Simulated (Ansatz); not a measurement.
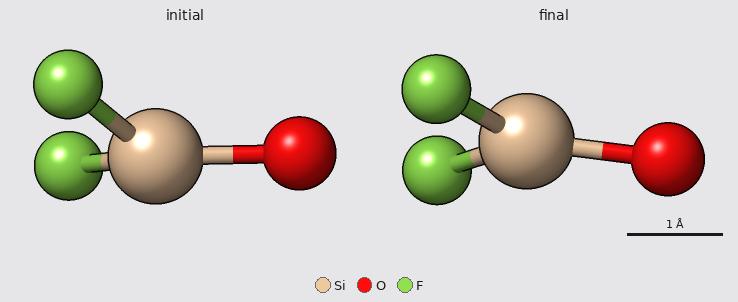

The structure of SiOF2 before (left) and after (right) a relaxation, at one scale.

Style: ball-and-stick. Shown from a free direction.

It is one of the separated products of a reaction.

These are results of RKS PBE0-D4/def2-TZVP in Ansatz 0.2.0, not measurements. Set-up: force threshold 0.005 eV/Å; at most 200 steps.

Describe what moved and what it gained.

Over 5 geometry steps the energy falls by 5.59 kcal/mol. The largest force component goes from 1.8 to 0.0003 eV/Å. The largest move after the best rigid fit is that of the Si atom, 0.17 Å. By element the largest moves are Si 0.17 Å, O 0.07 Å, F 0.05 Å. Among the contacts that change: F–Si 1.589 → 1.564 Å, O–Si 1.514 → 1.501 Å. Bond angles that change, for instance: O–Si–F 124.8° → 127.7°.
